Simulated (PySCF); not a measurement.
Input

```
{"job": {"kind": "nmr", "xc": "PBE0", "basis": "pcSseg-1"}, "charge": 0, "multiplicity": 1}
F      3.863247     0.327355     1.008514
C      2.662265    -0.082626     0.583732
C      2.204207     0.209315    -0.621008
Si     0.538179    -0.357113    -1.254184
S     -0.847072     1.260242    -1.566600
C     -1.895142     0.880491    -0.116272
C     -2.092832    -0.608659     0.038192
S     -0.492537    -1.456079     0.277911
H      2.148458    -0.668916     1.332742
H      2.823405     0.803500    -1.276797
H      0.612803    -1.121666    -2.490689
H     -2.847462     1.380573    -0.289449
H     -1.416662     1.307881     0.765077
H     -2.574605    -1.036926    -0.840725
H     -2.690666    -0.829381     0.921987
```

Run with:

```sh
OMP_NUM_THREADS=1 python probes_run.py task.json out
```

Geometry: GFN2-xTB.

These are results of PBE0/pcSseg-1, SCF density, gas phase, non-relativistic (PySCF), not measurements.

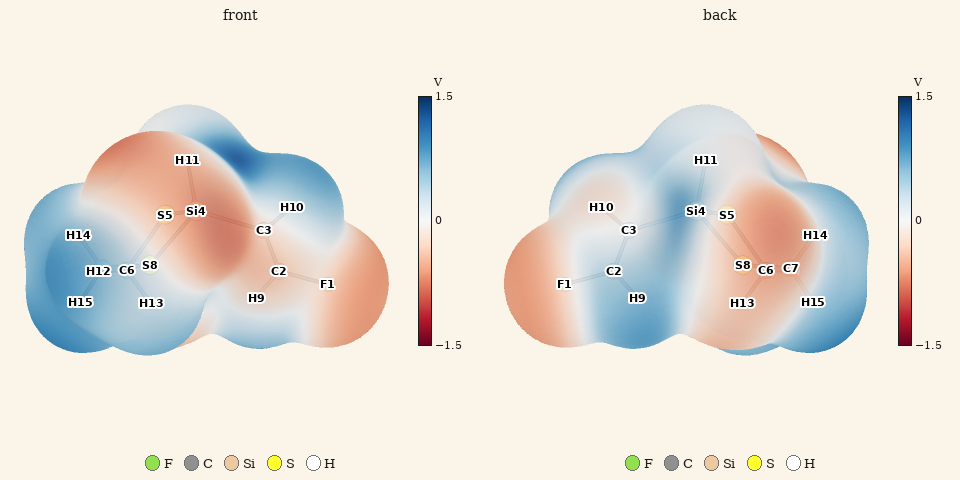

C4H7FS2Si (SMILES F/C=C/[SiH]1SCCS1). The electrostatic potential painted on the density surface at 0.001 e/bohr³, seen from the front and from behind; red is negative and blue positive.

Question: Where is the surface potential most negative and most positive?

Answer: The most negative region (about −0.8 V) lies over S5, the most positive (about +1.1 V) over Si4.
